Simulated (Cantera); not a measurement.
Feed: 1 mol CuO, a varied amount of CH4, 0.018 mol CO, held at 1025 °C and 100000 Pa.

These are equilibrium values from Cantera (NASA tables, ideal gas, pure condensed phases), not measurements of a reactor. Candidate condensed phases: C, C6H6, C7H8, C8H18, Cu, CuO, Cu(OH)2, Cu2O, H2O; 113 gas species. Equilibrium is a limit: real reactors are often held back by kinetics, nucleation or transport.

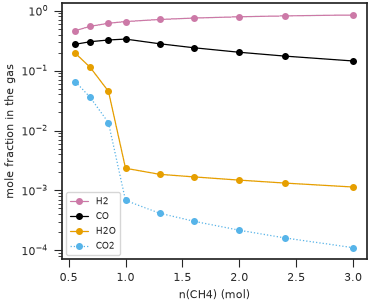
Figure: Equilibrium gas composition (values under 1e-9 drawn at 1e-9)

Problem. Read off the mole fractions at 0.69 mol CH4.

Solution. H2 about 0.55, CO about 0.30, H2O about 0.11, CO2 about 0.036.
